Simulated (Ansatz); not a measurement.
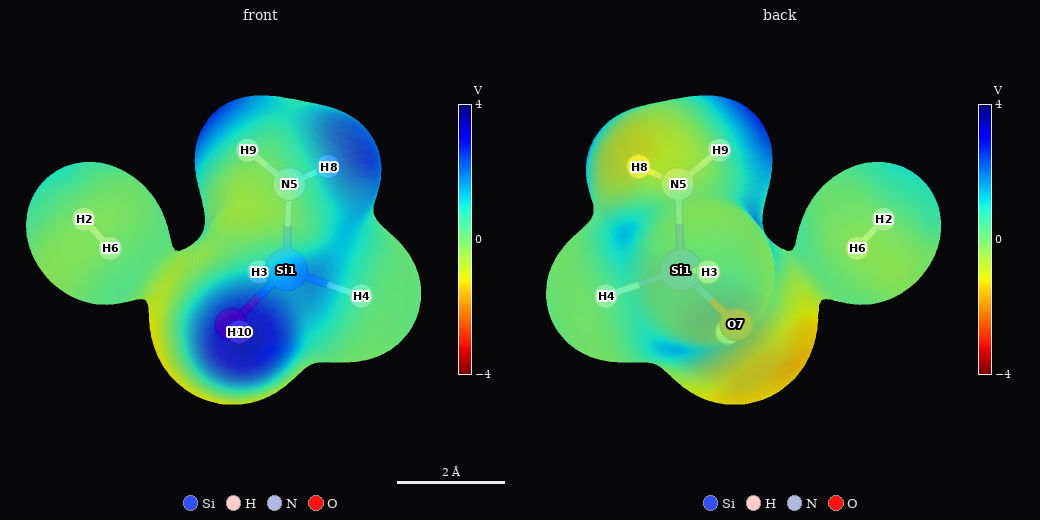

H5NOSi···H2. The molecular electrostatic potential painted on the density surface at 0.004 e/bohr³, seen from the front and from behind; red is negative and blue positive.

The product side of a reaction path; geometry: PBE0-D4/def2-TZVP.

Computed with Ansatz 0.2.0, RKS PBE0-D4/def2-TZVPP.

```xyz
10

Si   -0.9013    0.4299   -0.1494
H     1.9920   -2.1026   -0.8937
H    -1.5727   -0.7244   -0.7854
H    -1.8186    1.5797    0.0697
N    -0.3454    0.0146    1.4075
H     1.7004   -1.4492   -1.1109
O     0.2608    0.8187   -1.2562
H    -0.3557    0.6652    2.1731
H     0.2149   -0.7982    1.5994
H     0.8256    1.5662   -1.0541
```

**Where is the surface potential most negative and most positive?**

The most negative region (about −1.6 V) lies over O7, the most positive (about +3.3 V) over H10. O7 is the likeliest acceptor of a hydrogen bond.
